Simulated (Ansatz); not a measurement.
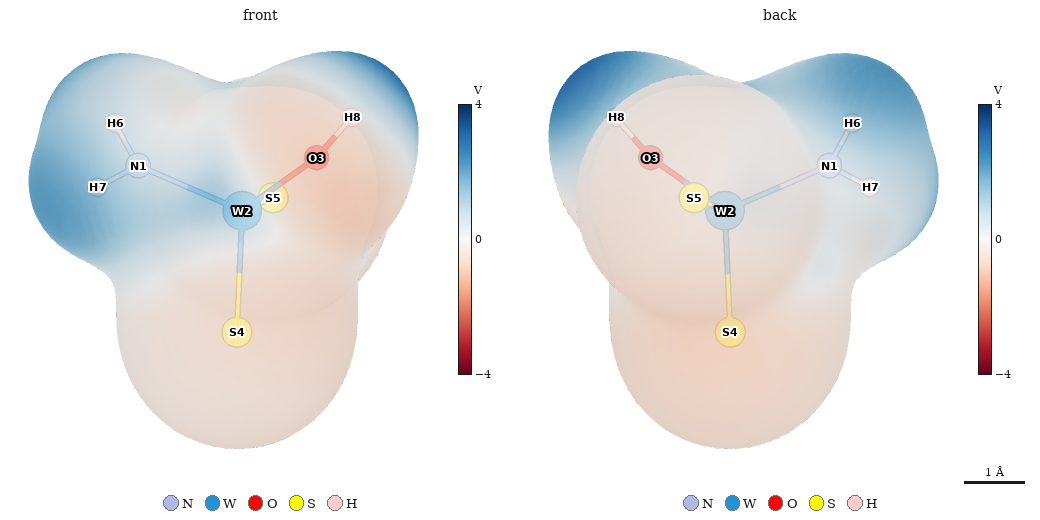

The picture shows: H$_{3}$NOS$_{2}$W (SMILES [NH2][W]([OH])(=[S])=[S]). The molecular electrostatic potential painted on the density surface at 0.002 e/bohr³, seen from the front and from behind; the colour scale runs from red (negative) to blue (positive).

Geometry: PBE0-D4/def2-TZVP; core potentials replace the inner electrons of W.

All numbers below come from Ansatz 0.2.0, RKS PBE0-D4/def2-TZVPP.

```xyz
8

N    -0.8905    0.8969    0.7038
W     0.1110   -0.2204   -0.4984
O     1.0067   -1.5670    0.4607
S    -1.2694   -1.1357   -1.8341
S     1.5107    1.0163   -1.5146
H    -0.5429    1.7647    1.0829
H    -1.8653    0.7514    0.9195
H     1.9398   -1.5062    0.6802
```

Which sites attract a positive test charge, and which a negative one?

Answer. A positive charge is drawn to the negative regions and a negative charge to the positive ones. The most negative region (about −1.0 V) lies over O3, the most positive (about +3.0 V) over H8.
